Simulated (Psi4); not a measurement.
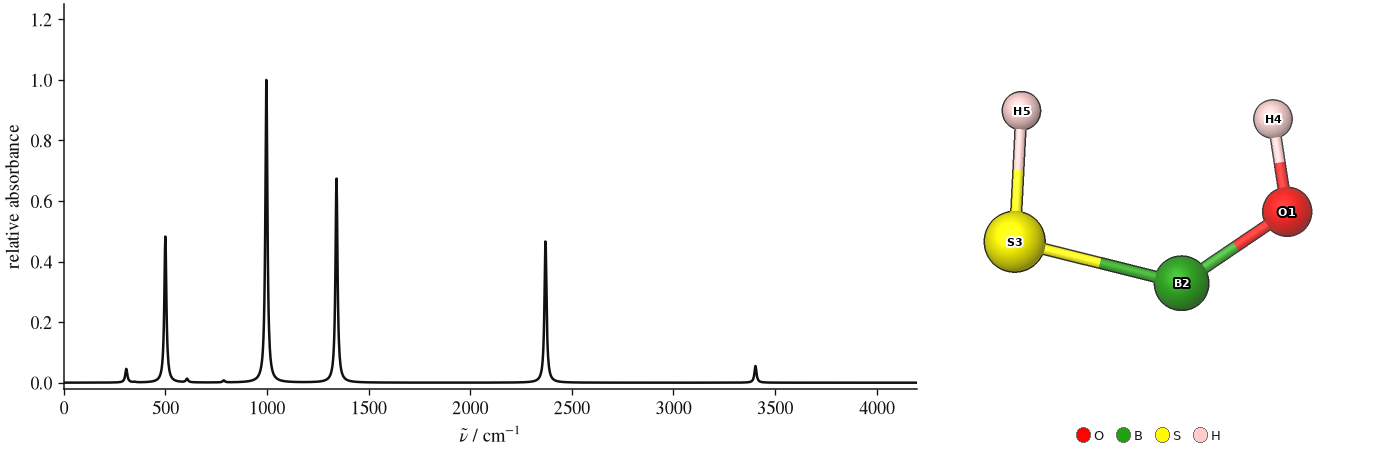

Infrared spectrum of BH₂SO, SMILES O[B]S, doublet. Unscaled harmonic wavenumbers and double-harmonic intensities, BLYP/6-31G(d) (dispersion D3(BJ)), Psi4, at a geometry relaxed at this level, isolated molecule. Lorentzian lines of 12 cm⁻¹ full width. Close modes add up in the curve.

> Which is the highest mode?

3404.2 cm⁻¹ (13.0 km/mol).

> Which lines are the most intense?

997.5 cm⁻¹ (235.8 km/mol), 1342.5 cm⁻¹ (157.8 km/mol) and 500.4 cm⁻¹ (112.9 km/mol).

> List the modes.

```csv
cm⁻¹,km/mol
308.2,10.7
349.3,0.5
500.4,112.9
607.1,2.7
787.7,1.6
997.5,235.8
1342.5,157.8
2371.0,110.7
3404.2,13.0
```

Note: double-zeta basis.
